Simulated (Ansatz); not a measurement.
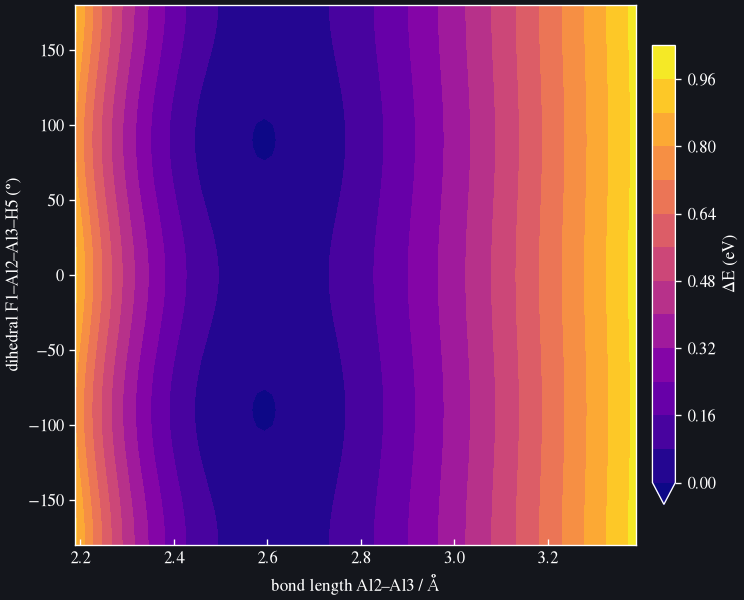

Al2FH3, SMILES [F][AlH][AlH2]. First axis: bond length Al2–Al3. Second axis: dihedral F1–Al2–Al3–H5. Nothing is relaxed (all other coordinates rigid). Grid: 15 × 15 points; 120 points were computed and 105 follow by symmetry. Points are written as (first, second). Energies are in eV, from the lowest grid point. Computed with RKS PBE0-D4/def2-TZVP (Ansatz).

The picture shows filled contours. Between grid points the surface is interpolated.

The lowest grid point is at (2.618 Å, −84°); the map holds 2 wells of about this depth. No other kind of well shows on this grid. The highest grid point, (3.388 Å, −180°), lies 0.99 eV above the lowest. On the interpolated surface the easiest way out of the lowest well to a well of about the same depth near (2.618 Å, 84°) passes a barrier of about 0.038 eV, counted from the interpolated bottom of the well. Round the minimum the two coordinates are nearly uncoupled.

The level of theory is changed to RHF-MP2, frozen core/def2-TZVP in Ansatz 0.2.0; with it change the reference geometry, relaxed at the new level; the new grid has 11 × 10 points, laid about the new relaxed structure.

### What does this change do to the map?

The minimum (interpolated where it lies between grid points) moves from about (2.593 Å, −90°) to about (2.604 Å, −90°). The easiest pass out of the lowest well goes from about 0.038 to about 0.024 eV on the interpolated surfaces.

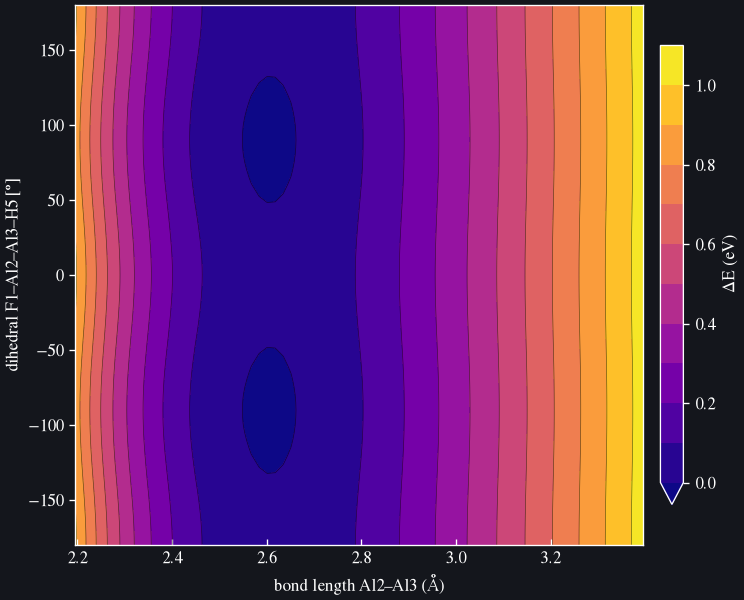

The map after the change, on a colour scale of its own. The picture shows filled contours. Between grid points the surface is interpolated.
